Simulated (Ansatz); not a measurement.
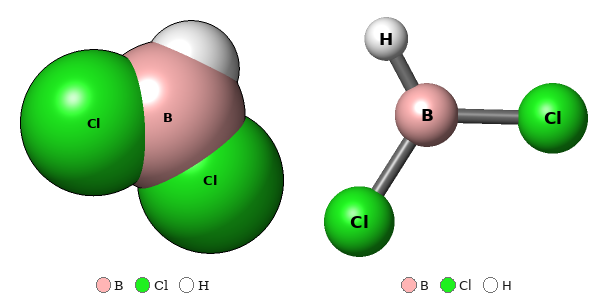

Both panels show the same species.

The computed structure is the end point of a PBE0-D4/def2-TZVP optimisation.

> Which formula does it have?

BCl2H, 4 atoms: 1 boron, 2 chlorine and 1 hydrogen.

> What is the point group of this geometry?

C2v.

> How many bonds of each kind are drawn?

2 B–Cl, 1 B–H. Sticks follow a distance rule.

The parts below concern this one geometry. Atoms keep their numbers from picture to picture.

**Shape**

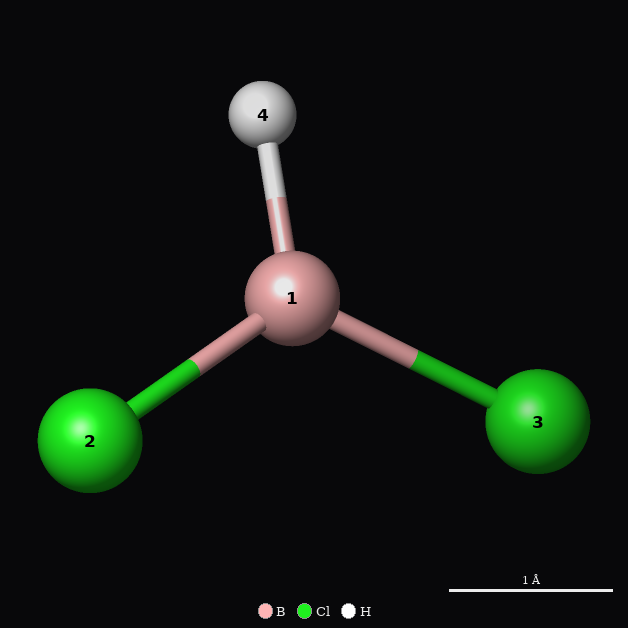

List the bonds and their lengths.

```tsv
bond	length (Å)
B1–Cl2	1.734
B1–Cl3	1.734
B1–H4	1.187
```

**Vibrations**

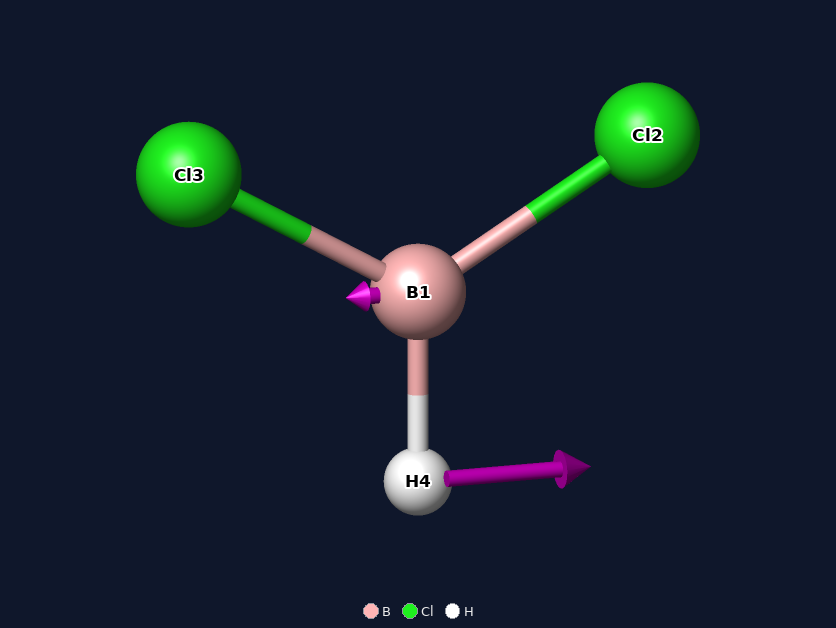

The arrows show one normal mode. Harmonic vibrations computed with RKS PBE0-D4/def2-TZVP (Ansatz 0.2.0) at a stationary point of the same level.

> Estimate its harmonic wavenumber.

1098 cm⁻¹; it is mode 5 of 6 counted from the lowest.

**Charges**

The questions are on Mulliken charges. Properties computed with RKS PBE0-D4/def2-TZVP (Ansatz 0.2.0).

Give the Mulliken charges atom by atom.

```
atom  value (e)
  B1       0.15
 Cl2      −0.09
 Cl3      −0.09
  H4       0.04
```

**Dipole moment**

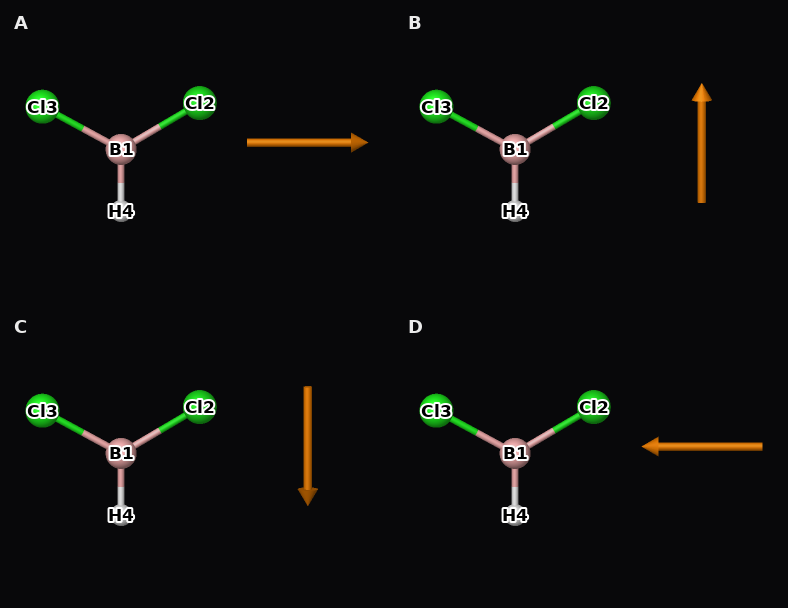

The same molecule four times, each with an arrow. Method: RKS PBE0-D4/def2-TZVP (Ansatz 0.2.0).

> Which arrow points along the dipole moment, from the negative to the positive end?

C. The dipole moment is 0.45 D; it points from the side of Cl2, Cl3 to the side of H4 (the outermost atoms at the two ends).

Mulliken values depend strongly on the basis set and can even reverse the polarity of a bond.
